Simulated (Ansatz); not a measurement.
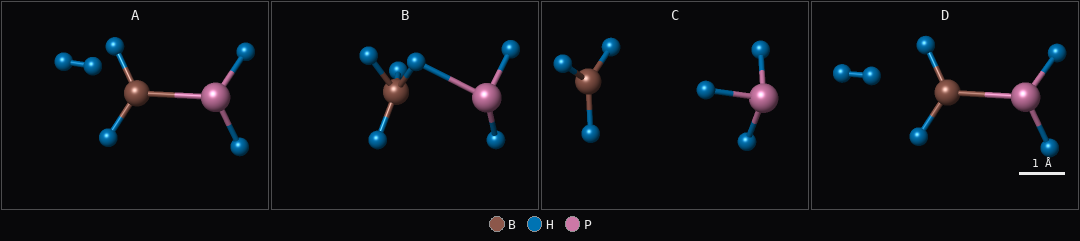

4 geometries from a converged minimum-energy path of BPH₆, made up at the start of BH3 and PH₃, shuffled. A ball-and-stick model, seen at a tilt.

The calculation used Ansatz 0.2.0, RHF/6-31G*. Run with 5 movable images; climbing image; force threshold 0.05 eV/Å; iteration limit 60; starting path through a guess of the saddle point.

### Which frame is the transition state?

B. In order along the path, whose images run from 0 to 6: C (image 0, 0.0 kcal/mol), B (image 3, +39.0 kcal/mol), A (image 5, +5.1 kcal/mol), D (image 6, +4.5 kcal/mol). Breaking: B–H (1.19 → 4.03 Å), H–P (1.40 → 4.46 Å). Forming: B–P (4.41 → 1.90 Å), H–H (3.60 → 0.73 Å).

Limits of the set-up: the start holds two separate molecules, 3.6 Å apart at their closest, whose relative position is a soft coordinate and is computed without a dispersion correction; Hartree-Fock leaves out electron correlation.
